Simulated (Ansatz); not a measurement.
# AlRu (Pm-3m): zone-centre modes under pressure

Wanted: Grüneisen parameters and pressure coefficients of the modes of AlRu (Pm-3m).

Calculated with Ansatz 0.2.0; DFT LDA, scalar-relativistic, plane waves, PAW; PAW set soft_1.

### Step 1. Set-up

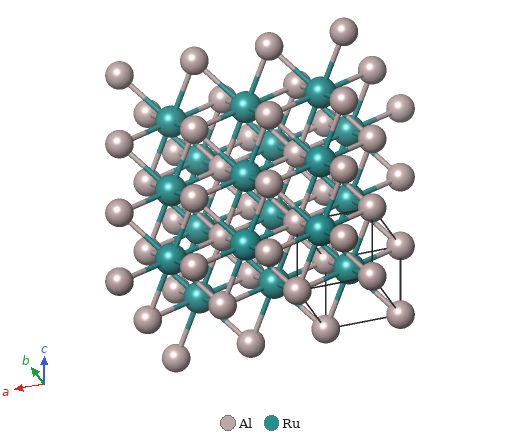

The starting structure, seen from a free direction (aluminium light grey, ruthenium teal). 3×2×3 cells are drawn. Some periodic images of atoms are drawn too.

### Step 2. A rough relaxation first

The start is far from rest, so a relaxation with loose tolerances brings it close first.

The input, input.yaml:

```yaml
crystal:
  lattice:
    - [2.9916, 0.0, 0.0]
    - [0.0, 2.9916, 0.0]
    - [0.0, 0.0, 2.9916]
  atoms:
    - { symbol: Al, position: [0.0, 0.0, 0.0] }
    - { symbol: Ru, position: [0.5, 0.5, 0.5] }
kpoints:
  mp_grid: { grid: [6, 6, 6] }
hamiltonian:
  xc: lda
  pseudopotentials: { kind: paw, azcp: { folder: soft_1 }, xc_functional: pbe }
scf:
  occupations: { method: gaussian, width: 0.1 }
output:
  forces: true
  stress: true
  eigenvalues: true
relax:
  adjacent_minimum: "off"
  f_tol: 0.05
  max_steps: 80
  cell: { stress_tol: 0.5 }
```

On the command line:

```
ansatz run input.yaml --threads 4 --pin off --max-ram 10240MiB --backend cpu --events-out ev --progress --plain --runs-dir out
```

Numbers of over 12 decimals in the logs are rounded to 6 here.

The log of the run:

```text
The last accepted step is kept in <dir> (removed where the run ends without a failure and the disk answers)
Engine: ansatz 0.2.0, aarch64-unknown-linux-gnu
Pseudopotentials: kind: paw
Pseudopotential: Al, paw, valence charge 3, recommended cutoff 420 eV (normal), soft_1/Al.paw.azcp
Pseudopotential: Ru, paw, valence charge 16, recommended cutoff 420 eV (normal), soft_1/Ru.paw.azcp
Functional definition: SPW92
[...]
--- Relaxed structure (3 steps of the walk, 3 accepted, 1 SCFs on fresh bases) ---
  F+E_penalty+E_count = -6272.50711816 eV   max|allowed force component| = 2.095e-30 eV/Å   (the final SCF, on the basis selected at the relaxed cell)
  cell:  # Å, volume = 25.7839 Å³
    - [2.954265, 0, 0]
    - [0, 2.954265, 0]
    - [0, 0, 2.954265]
  atoms:
    - { symbol: Al, position: [0, 0, 0] }
    - { symbol: Ru, position: [0.5, 0.5, 0.5] }
[key lines of the parts left out:]
SCF converged after 7 iterations
Free energy (F): -6272.507118 eV
Fermi energy:    16.318206 eV
P = ⅓ Tr σ = -0.1820 GPa (-1.820 kbar)
```

Wall time 1.1 s (4 threads of Arm Neoverse V1, shared host); peak memory 0.27 GiB; 2.9 s of CPU time.

Step by step:

```csv
step,energy less that of the first step (eV),largest force component (eV/Å),pressure (GPa),volume (Å³)
1,0.0000,0.0000,-8.22,26.77
2,-0.0257,0.0000,2.54,25.49
3,-0.0276,0.0000,-0.16,25.78
4*,-0.0268,0.0000,-0.18,25.78
```

Relaxation steps marked * repeat the geometry before them on a plane-wave basis chosen anew for their cell, so energy and pressure can jump there.

The run keeps the 48 symmetry operations that it works with, so distortions that break them were not tested.

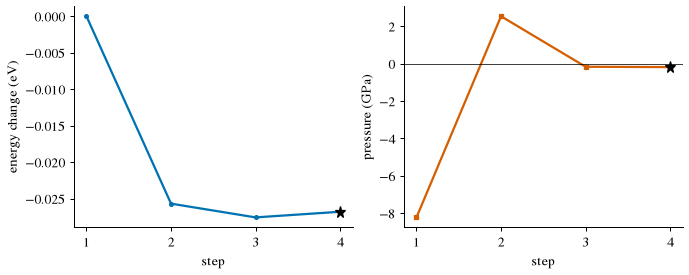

Energy and pressure along the relaxation. Stars mark steps on a basis chosen anew.

```csv
"conventional cell, symmetrised",before,after,change
a (Å),2.992,2.954,-1.2 %
b (Å),2.992,2.954,-1.2 %
c (Å),2.992,2.954,-1.2 %
volume (Å³/atom),13.39,12.89,-3.7 %
```

The relaxed structure:

```xyz
2
Lattice="2.9543 0.0000 0.0000 0.0000 2.9543 0.0000 0.0000 0.0000 2.9543" Properties=species:S:1:pos:R:3 pbc="T T T"
Al    0.0000    0.0000    0.0000
Ru    1.4771    1.4771    1.4771
```

This step gave:

```
pressure          : -0.1820 GPa
volume per atom   : 12.89 Å³
gap on the k-mesh : 0 eV
```

In this step the volume went from 13.39 to 12.89 Å³/atom.

### Step 3. Relaxation

Harmonic phonons are second derivatives at a point where the forces vanish, and they are wanted at zero stress, so atoms and cell are relaxed first.

input.yaml, the sections that differ from step 2:

```yaml
crystal:
  lattice:
    - [2.9542653596, 0.0, 0.0]
    - [0.0, 2.9542653596, 0.0]
    - [0.0, 0.0, 2.9542653596]
  atoms:
    - { symbol: Al, position: [0.0, 0.0, 0.0] }
    - { symbol: Ru, position: [0.5, 0.5, 0.5] }
kpoints:
  mp_grid: { grid: [14, 14, 14] }
relax:
  adjacent_minimum: "off"
  f_tol: 0.005
  max_steps: 80
  cell: { stress_tol: 0.05 }
# hamiltonian, scf, output: as in step 2
```

The log of the run:

```text
[...]
Crystal: 2 atoms, lattice volume = 25.784 Å³
Basis set: ecut = 420 eV, 485 PW (Γ)
Bands: 14, of which v1, the nominal top of the filled ones, is band 10 counted from 1 (9 counted from 0)
Symmetry: 48 space group operations
[...]
k-points: 120 of 2744
[...]
k-point 119: bands = [... 6 lower, 11.6392, 18.1827, 18.1827, 19.1925, 20.6782, 20.6782, 20.6782, 25.4060]
--- Relaxed structure (2 steps of the walk, 2 accepted, 1 SCFs on fresh bases) ---
[...]
cell:  # Å, volume = 25.7706 Å³
    - [2.953757, 0, 0.0]
    - [0, 2.953757, 0.0]
    - [0.0, 0.0, 2.953757]
  atoms:
    - { symbol: Al, position: [0, 0, 0] }
    - { symbol: Ru, position: [0.5, 0.5, 0.5] }
[key lines of the parts left out:]
SCF converged after 7 iterations
Free energy (F): -6272.498963 eV
Fermi energy:    16.468605 eV
P = ⅓ Tr σ = 0.0166 GPa (0.166 kbar)
```

Run time: 2.8 s. Hardware: 4 threads; peak memory 0.33 GiB.

Little changed from the start: no atom moved by 0.005 Å and no cell edge by 0.1 %.

This step gave:

```yaml
pressure: 0.01658 GPa
```

In this step the volume went from 12.89 to 12.89 Å³/atom.

### Step 4. Tight relaxation

Phonons need small forces and stress, so the relaxation is finished with tight tolerances on 16×16×16 k points.

input.yaml, the sections that differ from step 3:

```yaml
crystal:
  lattice:
    - [2.9537570653, 0.0, 0.0]
    - [0.0, 2.9537570653, 0.0]
    - [0.0, 0.0, 2.9537570653]
  atoms:
    - { symbol: Al, position: [0.0, 0.0, 0.0] }
    - { symbol: Ru, position: [0.5, 0.5, 0.5] }
kpoints:
  mp_grid: { grid: [16, 16, 16] }
scf:
  occupations: { method: methfessel_paxton, width: 0.2 }
relax:
  adjacent_minimum: "off"
  f_tol: 0.001
  max_steps: 60
  cell: { stress_tol: 0.01 }
# hamiltonian, output: as in step 3
```

The log of the run:

```text
[...]
Crystal: 2 atoms, lattice volume = 25.771 Å³
Basis set: ecut = 420 eV, 485 PW (Γ)
Bands: 14, of which v1, the nominal top of the filled ones, is band 10 counted from 1 (9 counted from 0)
Symmetry: 48 space group operations
[...]
k-points: 165 of 4096
[...]
k-point 164: bands = [... 6 lower, 11.6418, 18.1819, 18.1819, 19.1984, 20.6801, 20.6801, 20.6801, 25.4114]
--- Relaxed structure (2 steps of the walk, 2 accepted, 1 SCFs on fresh bases) ---
[...]
cell:  # Å, volume = 25.7675 Å³
    - [2.953638, 0, 0.0]
    - [0, 2.953638, 0.0]
    - [0.0, 0.0, 2.953638]
  atoms:
    - { symbol: Al, position: [0, 0.0, 0] }
    - { symbol: Ru, position: [0.5, 0.5, 0.5] }
[key lines of the parts left out:]
SCF converged after 5 iterations
Free energy (F): -6272.498310 eV
Fermi energy:    16.489459 eV
P = ⅓ Tr σ = 0.0037 GPa (0.037 kbar)
```

Wall time 2.8 s (4 threads); peak memory 0.36 GiB; 9.7 s of CPU time.

Little changed from the start: no atom moved by 0.005 Å and no cell edge by 0.1 %.

Numbers from this step:

- pressure: 0.003690 GPa
- volume per atom: 12.88 Å³

The forces vanish by symmetry and the pressure is 0.004 GPa, within the tolerances set. The cell now holds 12.88 Å³/atom.

### Step 5. Zone-centre response at rest

The force constants come from the linear response of the density to a displacement.

The modes at rest are the reference of the series.

input.yaml, the sections that differ from step 4:

```yaml
crystal:
  lattice:
    - [2.9536383624, 0.0, 0.0]
    - [0.0, 2.9536383624, 0.0]
    - [0.0, 0.0, 2.9536383624]
  atoms:
    - { symbol: Al, position: [0.0, 0.0, 0.0] }
    - { symbol: Ru, position: [0.5, 0.5, 0.5] }
output:
  eigenvalues: true
phonons:
  method: dfpt
# kpoints, hamiltonian, scf: as in step 4
# relax: removed
```

The log of the run:

```text
[...]
Crystal: 2 atoms, lattice volume = 25.767 Å³
Basis set: ecut = 420 eV, 485 PW (Γ), exchange–correlation on 40×40×40 points (8 copies of the dense FFT grid, shifted against one another)
Bands: 14, of which v1, the nominal top of the filled ones, is band 10 counted from 1 (9 counted from 0)
Symmetry: 48 space group operations
k-points: 405 of 4096 (irreducible under 8 space group operations, time reversal used)
[...]
SCF iter   1: F=—  HF=-6273.554715 eV  |F-HF|=—  |Δ(HF+E_count)|=         —  Δρ=1.17e-1  dr2=4.14e0  ethr=3.10e-3  ⟨swp⟩=4.8  Hψ=27769  notcnv=0
[...]
SCF iter   8: F=-6272.498311 eV  HF=-6272.498311 eV  |F-HF|=1.82e-12  |Δ(HF+E_count)|=  2.27e-11  S|Δr|=    0.00e0  Δρ=9.02e-8  dr2=8.85e-13  ethr=1.00e-12  ⟨swp⟩=5.5  Hψ=22172  notcnv=0
SCF 1 converged in 8 iterations: F = -6272.498311 eV  dr2 = 8.85e-13
[...]
DFPT response loops at Γ: preconditioner auto → Kerker (q_TF=auto, 2.593 Å⁻¹) (partly filled bands, converged f_vac=0.000); β = 1.00, the filter's whole step (`scf.mixing.beta` (0.50) is not read by the response loops under this deck's `scf.mixing.preconditioner`; to damp them name `kerker` or `kerker_dos`, under which they read `scf.mixing.beta`, and type it under 1.00, their step now; both keys bind the ground state too); Broyden in place of MSR1
SCF converged after 8 iterations
[...]
Free energy (F): -6272.498311 eV
[...]
Internal energy: -6272.496979 eV  (E = F + TS)
E sigma→0 (E₀):  -6272.497978 eV
Entropy (-TS):   -0.001332 eV (-0.666 meV/atom)
Fermi energy:    16.489459 eV
[...]
--- Band table (eV; the first three rows and the last of 405) ---
  k-point 0: bands = [... 6 lower, 12.6721, 16.6737, 16.6737, 16.6737, 22.6860, 22.6860, 22.6860, 27.6867]
  k-point 1: bands = [... 6 lower, 12.7028, 16.5721, 16.5721, 16.6838, 22.3083, 22.8439, 22.8439, 27.4989]
  k-point 2: bands = [... 6 lower, 12.7799, 16.3046, 16.3046, 16.7127, 21.4511, 23.2805, 23.2805, 26.9979]
  k-point 404: bands = [... 6 lower, 11.6418, 18.1819, 18.1819, 19.1984, 20.6801, 20.6801, 20.6801, 25.4114]
--- Phonons (Γ-DFPT): 2 representative perturbations + reference, on 405 of 4096 k-points (Σ response iterations 6) ---
  k mesh reduced under 8 symmetry operations, with k and −k counted as one. Each operation leaves every solved perturbation unchanged. A smaller set is not used because it would not reduce the number of displacements times k-points to solve
  ASR residual: 7.558e-5 → 0.000e0 eV/Å²; symmetrization residual: 2.201e-6 eV/Å²
  ASR residual per site (eV/Å²): 8.68e-6 7.56e-5
  Γ frequencies (cm⁻¹): 0.00 0.00 0.00 325.35 325.35 325.35
  non-analytic LO–TO correction: not included (Born effective charges unavailable; polar crystals: no LO–TO splitting at Γ)
```

The job ended after 8.8 s (4 threads; peak memory 0.65 GiB).

This step gave:

```
sum-rule residual before enforcement                    : 7.56e-5 eV/Å²
point group                                             : m-3m
highest optical mode at the zone centre (no LO-TO term) : 325.4 cm⁻¹
lowest optical zone-centre mode                         : 325.4 cm⁻¹
```

Patterns of degenerate modes are one choice out of their space. The modes at Γ (shares of kinetic energy by element, %):

```csv
mode,frequency (cm⁻¹),symmetry,Al %,Ru %
1,0.0,acoustic,21,79
2,0.0,acoustic,21,79
3,0.0,acoustic,21,79
4,325.4,T1u,79,21
5,325.4,T1u,79,21
6,325.4,T1u,79,21
```

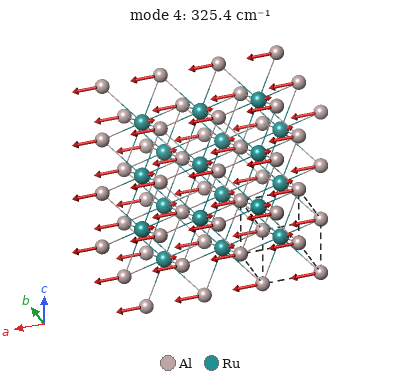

Displacement patterns of mode 4 at Γ; arrows are exaggerated. 3×2×3 cells are drawn. Some periodic images of atoms are drawn too.

Before it was imposed, the acoustic sum rule was missed by 7.6e-5 eV/Å². Small misses are needed for a sound result but don't prove that mesh and cutoff are converged. The lowest optical mode is real, 325 cm⁻¹.

### Step 6. Ground state of a member: 1.06 times the volume at rest

The cell is set to 1.06 times the volume at rest; symmetry leaves nothing else free, so this is a single point.

input.yaml, the sections that differ from step 5:

```yaml
crystal:
  lattice:
    - [3.0115675471, 0.0, 0.0]
    - [0.0, 3.0115675471, 0.0]
    - [0.0, 0.0, 3.0115675471]
  atoms:
    - { symbol: Al, position: [0.0, 0.0, 0.0] }
    - { symbol: Ru, position: [0.5, 0.5, 0.5] }
output:
  forces: true
  stress: true
  eigenvalues: true
# kpoints, hamiltonian, scf: as in step 5
# phonons: removed
```

The log of the run:

```text
[...]
Crystal: 2 atoms, lattice volume = 27.314 Å³
Basis set: ecut = 420 eV, 515 PW (Γ)
Bands: 14, of which v1, the nominal top of the filled ones, is band 10 counted from 1 (9 counted from 0)
Symmetry: 48 space group operations
[...]
k-points: 165 of 4096
[...]
SCF iter   1: F=—  HF=-6273.487891 eV  |F-HF|=—  |Δ(HF+E_count)|=         —  Δρ=1.15e-1  dr2=4.32e0  ethr=3.10e-3  ⟨swp⟩=4.6  Hψ=10969  notcnv=0
[...]
SCF iter   6: F=-6272.437858 eV  HF=-6272.437858 eV  |F-HF|=3.72e-8  |Δ(HF+E_count)|=   3.95e-7  S|Δr|=    0.00e0  Δρ=1.17e-5  dr2=4.11e-8  ethr=5.26e-10  ⟨swp⟩=5.6  Hψ=10860  notcnv=0
SCF 1 converged in 6 iterations: F = -6272.437858 eV  dr2 = 4.11e-8
[...]
SCF converged after 6 iterations
[...]
Free energy (F): -6272.437858 eV
[...]
Internal energy: -6272.436315 eV  (E = F + TS)
E sigma→0 (E₀):  -6272.437472 eV
Entropy (-TS):   -0.001543 eV (-0.771 meV/atom)
Fermi energy:    15.350856 eV
[...]
--- Stress (GPa, compression-positive) ---
      -11.890491      -0.000000      -0.000000
        0.000000     -11.890491       0.000000
        0.000000       0.000000     -11.890491
  P = ⅓ Tr σ = -11.8905 GPa (-118.905 kbar)
--- Band table (eV; the first three rows and the last of 165) ---
  k-point 0: bands = [... 6 lower, 11.8562, 15.5192, 15.5192, 15.5192, 21.2664, 21.2664, 21.2664, 26.2123]
  k-point 1: bands = [... 6 lower, 11.8821, 15.4259, 15.4259, 15.5283, 20.8931, 21.4159, 21.4159, 26.0494]
  k-point 2: bands = [... 6 lower, 11.9557, 15.1800, 15.1800, 15.5543, 20.0478, 21.8304, 21.8304, 25.6095]
  k-point 164: bands = [... 6 lower, 10.8372, 16.8893, 16.8893, 17.7004, 19.4027, 19.4027, 19.4027, 23.7251]
```

Elapsed: 1.1 s, on 4 threads; peak memory 0.34 GiB; 3.8 s of CPU time.

This step gave:

| Property | Result |
| --- | --- |
| pressure | -11.89 GPa |
| volume per atom | 13.66 Å³ |

The forces vanish by symmetry, at a pressure of -11.89 GPa.

### Step 7. Modes of this member: 1.06 times the volume at rest

The zone-centre modes follow for 1.06 times the volume at rest.

Edit input.yaml of step 6 so:

```diff
@@ -16,4 +16,4 @@
 output:
-  forces: true
-  stress: true
   eigenvalues: true
+phonons:
+  method: dfpt
```

The log of the run:

```text
[...]
Crystal: 2 atoms, lattice volume = 27.314 Å³
Basis set: ecut = 420 eV, 515 PW (Γ), exchange–correlation on 48×48×48 points (8 copies of the dense FFT grid, shifted against one another)
Bands: 14, of which v1, the nominal top of the filled ones, is band 10 counted from 1 (9 counted from 0)
Symmetry: 48 space group operations
k-points: 405 of 4096 (irreducible under 8 space group operations, time reversal used)
[...]
SCF iter   1: F=—  HF=-6273.487914 eV  |F-HF|=—  |Δ(HF+E_count)|=         —  Δρ=1.15e-1  dr2=4.32e0  ethr=3.10e-3  ⟨swp⟩=4.6  Hψ=26707  notcnv=0
[...]
SCF iter   8: F=-6272.437858 eV  HF=-6272.437858 eV  |F-HF|=1.82e-12  |Δ(HF+E_count)|=  1.18e-11  S|Δr|=    0.00e0  Δρ=1.30e-7  dr2=1.87e-12  ethr=1.00e-12  ⟨swp⟩=5.6  Hψ=22212  notcnv=0
SCF 1 converged in 8 iterations: F = -6272.437858 eV  dr2 = 1.87e-12
[...]
SCF converged after 8 iterations
[...]
Free energy (F): -6272.437858 eV
[...]
Internal energy: -6272.436315 eV  (E = F + TS)
E sigma→0 (E₀):  -6272.437472 eV
Entropy (-TS):   -0.001543 eV (-0.772 meV/atom)
Fermi energy:    15.350751 eV
[...]
--- Band table (eV; the first three rows and the last of 405) ---
  k-point 0: bands = [... 6 lower, 11.8561, 15.5190, 15.5190, 15.5190, 21.2664, 21.2664, 21.2664, 26.2123]
  k-point 1: bands = [... 6 lower, 11.8820, 15.4258, 15.4258, 15.5281, 20.8931, 21.4159, 21.4159, 26.0493]
  k-point 2: bands = [... 6 lower, 11.9556, 15.1799, 15.1799, 15.5542, 20.0477, 21.8304, 21.8304, 25.6095]
  k-point 404: bands = [... 6 lower, 10.8372, 16.8891, 16.8891, 17.7004, 19.4027, 19.4027, 19.4027, 23.7250]
[...]
ASR residual: 9.744e-5 → 0.000e0 eV/Å²; symmetrization residual: 1.672e-6 eV/Å²
  ASR residual per site (eV/Å²): 1.07e-5 9.74e-5
  Γ frequencies (cm⁻¹): 0.00 0.00 0.00 288.06 288.06 288.06
[...]
```

Wall time 11 s (4 threads); peak memory 0.67 GiB; 39 s of CPU time.

This step gave:

| Item | Value |
| --- | --- |
| sum-rule residual before enforcement | 9.74e-5 eV/Å² |
| highest optical mode at the zone centre (no LO-TO term) | 288.1 cm⁻¹ |
| lowest optical zone-centre mode | 288.1 cm⁻¹ |

Patterns of degenerate modes are one choice out of their space. Modes at Γ, with each element's share of the kinetic energy:

```csv
mode,frequency (cm⁻¹),symmetry,Al %,Ru %
1,0.0,acoustic,21,79
2,0.0,acoustic,21,79
3,0.0,acoustic,21,79
4,288.1,T1u,79,21
5,288.1,T1u,79,21
6,288.1,T1u,79,21
```

The optical mode lies at 288.1 cm⁻¹.

For the highest optical mode at the zone centre (no LO-TO term), step 5 gave 325 cm⁻¹; this run, with volume ratio 1.06, gives 288 cm⁻¹ (-11 %).

(Part 1 of 2 ends here.)

[Logs are printed without paths, hosts, clocks, repeated set-up lines and the standing remarks that a program may print on its own settings, such as how far it seeks lower states.]

[Hosts, paths, dates, database ids (printed as entryN), source tags and the programs' standing remarks are cut or masked in the printed files.]
